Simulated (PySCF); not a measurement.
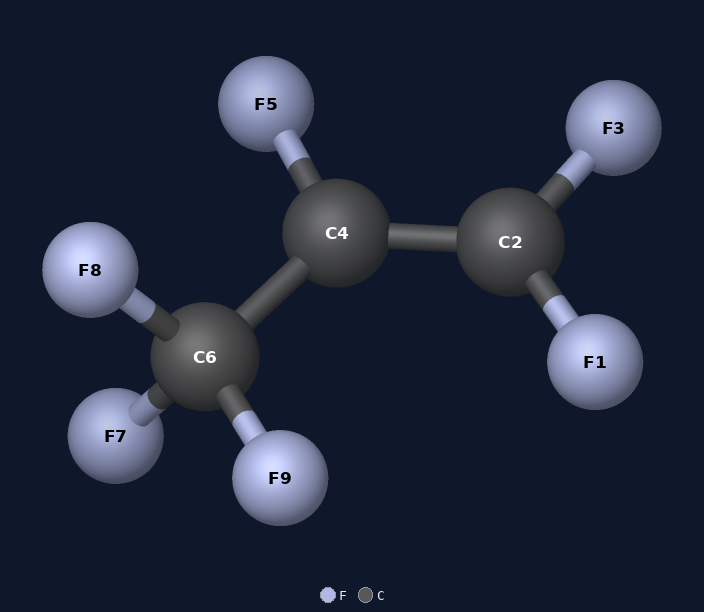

The computed structure is the end point of a PBE0-D3(BJ)/def2-SVP optimisation. No frequency run is at hand to confirm it as a minimum. Level of theory: delta-SCF UKS SCAN, pcX-2 on the ionised atom, pcseg-1 elsewhere, spin-free X2C (PySCF 2.14.0).

Give the core-electron binding energies (to vacuum) of F1 1s, C2 1s, F3 1s, C4 1s, F5 1s, C6 1s, F7 1s.

```tsv
atom	level	binding energy (eV)
F1	1s	695.3
C2	1s	296.7
F3	1s	695.2
C4	1s	294.4
F5	1s	694.5
C6	1s	299.3
F7	1s	694.5
```
